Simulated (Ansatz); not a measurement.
## Electronic structure of CH6BOSi (doublet) in real space

Input file:

```
crystal:
  periodic: [false, false, false]
  atoms:
    - {symbol: C, position_ang: [-0.475536, 1.528132, -1.333254]}
    - {symbol: B, position_ang: [-0.314300, 0.635271, -0.069412]}
    - {symbol: O, position_ang: [0.288501, -0.559653, -0.035456]}
    - {symbol: Si, position_ang: [0.484870, -1.526507, 1.309469]}
    - {symbol: H, position_ang: [0.090675, 2.455253, -1.196307]}
    - {symbol: H, position_ang: [-0.124632, 1.032154, -2.244814]}
    - {symbol: H, position_ang: [-1.518117, 1.829688, -1.464349]}
    - {symbol: H, position_ang: [1.211385, -2.729848, 0.843767]}
    - {symbol: H, position_ang: [-0.839230, -1.904815, 1.857638]}
    - {symbol: H, position_ang: [1.279585, -0.810774, 2.335617]}
basis:
  gaussian: {orbitals: def2-TZVPP}
magnetization: {spin_polarized: true, initial_magnetization: 1}
hamiltonian: {xc: pbe0, dispersion: d4}
output: {orbitals: {seedname: orbitals}}
```

Run with:

```sh
ansatz run in.yaml --threads 4 --pin off --events-out ev --progress --plain --max-ram 10444MiB
```

Geometry: PBE0-D4/def2-TZVP.

Method: UKS PBE0-D4/def2-TZVPP in Ansatz.

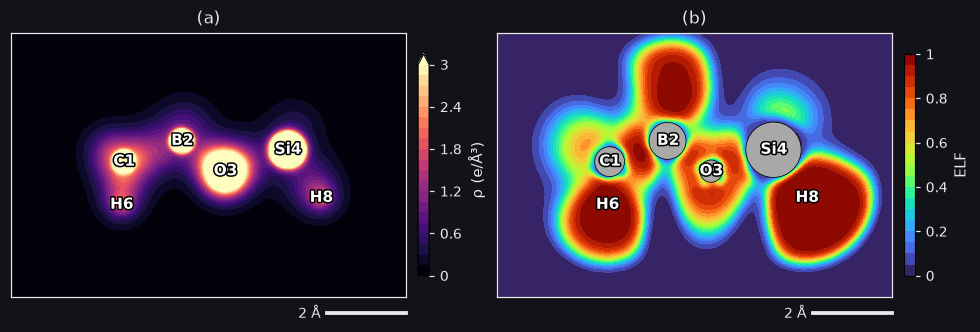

Figure 1. (a) electron density; (b) ELF on the plane of atoms C1, B2 and O3. Grey discs cover the atomic cores in the ELF map.

Read the bonding off the picture.

- The section cuts through C, B, O, Si and H sites.
- B–O (1.34 Å): the density is about 2.2 e/Å³ at the midpoint; the ELF peaks at about 0.90 between the atoms, as expected for a short, strongly polar bond.
- C–B (1.56 Å): the density is about 1.4 e/Å³ at the midpoint; the ELF peaks at about 0.95 between the atoms: a shared electron pair.
- Si–O (1.67 Å): ρ is about 1.1 e/Å³ halfway; the ELF peaks at about 0.85 between the atoms (a polar covalent bond).
- C–H (1.10 Å): ρ is about 1.9 e/Å³ halfway; the ELF climbs to about 1 towards the hydrogen, as it does in any bond to H (an ordinary covalent bond to hydrogen).
- Si–H (1.48 Å): ρ is about 0.84 e/Å³ halfway; the ELF climbs to about 1 towards the hydrogen.
- The ELF also peaks beside O3 and B2, away from the bonds: non-bonding electrons, paired or unpaired.

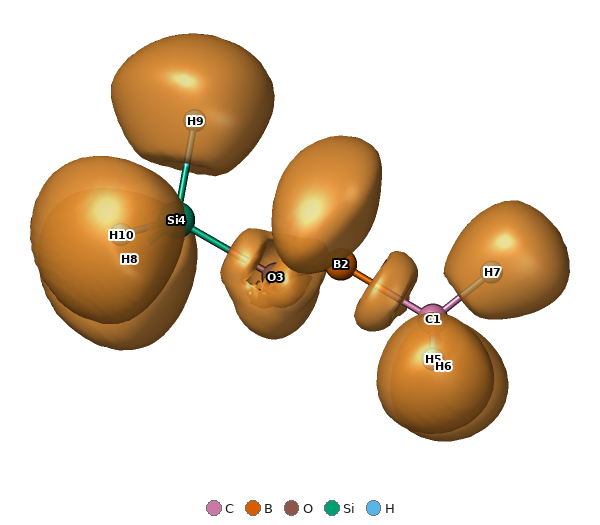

Figure 2. Isosurface of the electron localisation function at 0.8 (orange), seen at an oblique angle. Only the valence region is drawn (cores and ρ < 0.01 e/Å³ removed).

Describe the localisation domains.

At this value the surface marks out one region between bonded B–C atoms (shared pairs), six regions around hydrogen nuclei, one region on O in which the atom's valence shell and bonds are merged and one lobe on B, pointing away from the bonds (non-bonding electrons).

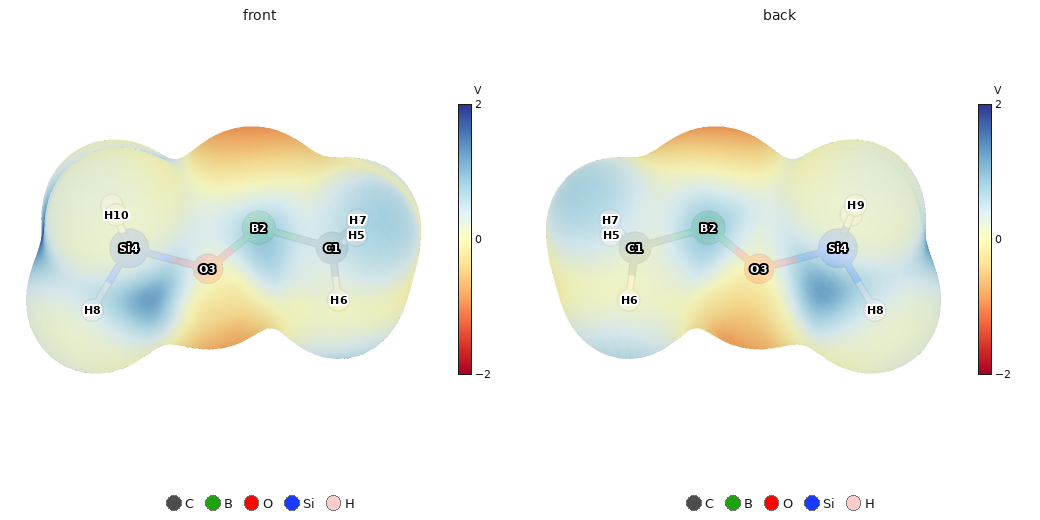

Figure 3. The electrostatic potential painted on the density surface at 0.002 e/bohr³, seen from the front and from behind; red is negative and blue positive.

Which sites attract a positive test charge, and which a negative one?

A positive charge is drawn to the negative regions and a negative charge to the positive ones. The most negative region (about −0.9 V, or −21 kcal/mol for a unit charge) lies over C1, the most positive (about +1.5 V, or +35 kcal/mol for a unit charge) over Si4.
